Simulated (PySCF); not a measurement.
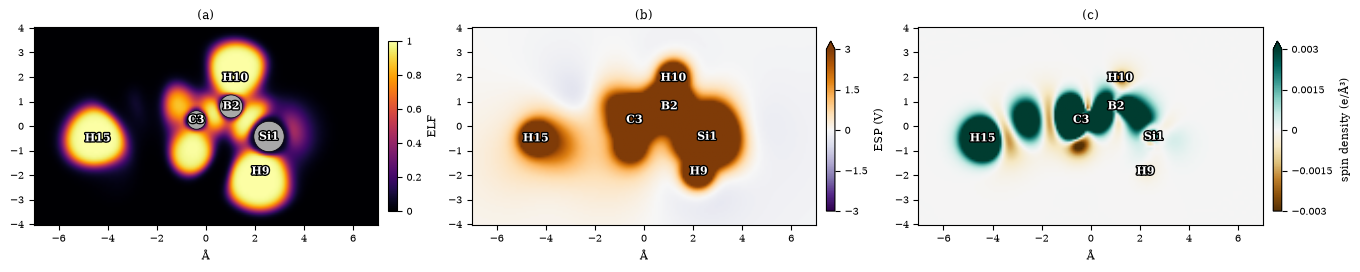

CH₁₁BNSi₃ (doublet). (a) electron localisation function; (b) electrostatic potential; (c) spin density (α minus β) on the plane of atoms B2, Si1 and H9. Grey discs cover the atomic cores in the ELF map.

Geometry: GFN2-xTB.

The calculation used UKS B3LYP, pcH-1 on B C H N Si, non-relativistic, mean-field spin-orbit, GIAO (PySCF 2.14.0, density-fitted response routines).

```xyz
17

Si   -3.1280    0.7213    0.5779
B    -1.8709   -0.5635   -0.2327
C    -0.5080   -0.0991   -0.7069
Si    0.6766   -0.7163    0.7733
N     2.1181   -0.7015   -0.0507
Si    3.4722    0.1730   -0.5867
H    -4.3808    0.8557   -0.1831
H    -3.5191    0.3036    1.9374
H    -2.6028    2.0885    0.7204
H    -2.1699   -1.6952   -0.3277
H    -0.2964    0.9629   -0.7758
H    -0.1195   -0.5901   -1.5953
H     0.3767    0.2061    1.8794
H     0.3283   -2.0853    1.1512
H     3.3322    0.3781   -2.0365
H     4.6201   -0.7026   -0.3205
H     3.6642    1.4764    0.0652
```

Q: Describe what can be read from this map.

A: The section cuts through Si, B, C and H sites. C–B (1.52 Å): the ELF peaks at about 0.95 between the atoms: a covalent bond. Si–B (1.97 Å): the ELF peaks at about 1 between the atoms: a shared electron pair. B–H (1.17 Å): the ELF climbs to about 1 towards the hydrogen, as it does in any bond to H; a covalent bond by its length. Si–H (1.47 Å): the ELF climbs to about 1 towards the hydrogen. The unpaired spin (1 electron) lies mostly on N5 (about 0.7) and C3 (about 0.1), in electrons by Hirshfeld's partition. Outside the dense part of the molecule the potential is most negative (−0.4 V) near N5, which lies off the plane.
